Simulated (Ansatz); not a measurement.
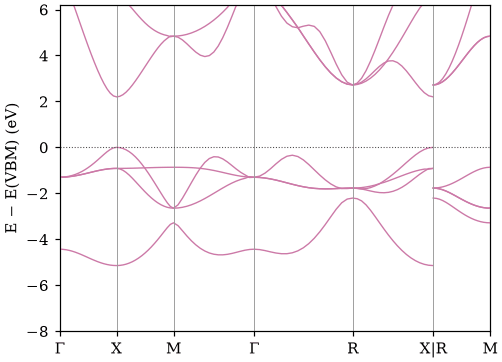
*Band structure from PBE in the plane-wave PAW code Ansatz*

Read off the gap and where the band edges lie.

About 2.2 eV (2.20 eV by a search for the band edges); maximum at X, minimum at X.

The material is TlCl (CsCl type, Pm-3m).

Symmetry was held in the PBE relaxation. Scalar-relativistic: spin–orbit coupling is off unless named, which matters more the heavier the elements.

Potentials: the later of the program's two PAW sets.
